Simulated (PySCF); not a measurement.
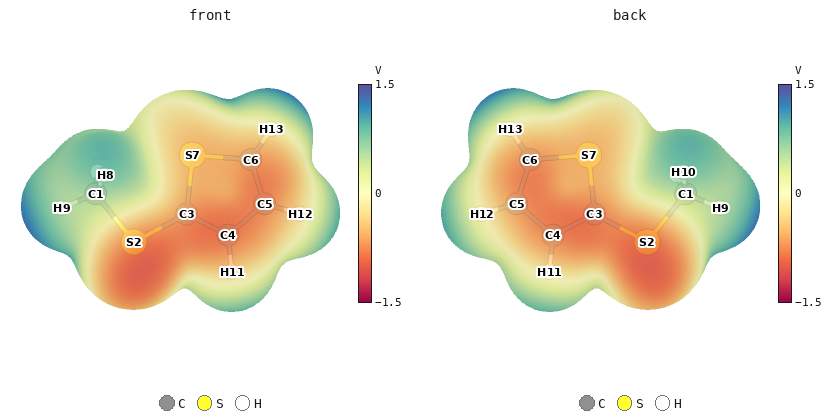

The picture shows: C5H6S2. The electrostatic potential painted on the density surface at 0.002 e/bohr³, seen from the front and from behind; red is negative and blue positive.

Geometry: GFN2-xTB.

These are results of PBE0/pcSseg-1, SCF density, in a chloroform solvent model, non-relativistic (PySCF 2.14.0), not measurements.

Input

```
{"job": {"xc": "PBE0", "basis": "pcSseg-1", "solvent": "chloroform", "kind": "nmr", "pop": true}, "charge": 0, "multiplicity": 1}
C      2.632605     0.410384     0.104263
S      1.516451    -0.063123    -1.245768
C     -0.020493    -0.107236    -0.411792
C     -1.221436    -0.415790    -0.980208
C     -2.286361    -0.370034    -0.055224
C     -1.888085    -0.030593     1.195310
S     -0.189950     0.244648     1.281225
H      2.339045     1.380470     0.495325
H      3.627750     0.462978    -0.325332
H      2.597903    -0.343810     0.885431
H     -1.329481    -0.664025    -2.019682
H     -3.307358    -0.582836    -0.316818
H     -2.474979     0.079454     2.084739
```

Command:

```sh
OMP_NUM_THREADS=1 python ens_run.py task.json out
```

Question: Where is the surface potential most negative and most positive?

Answer: The most negative region (about −1.0 V) lies over S2, the most positive (about +1.2 V) over H9 and H13.
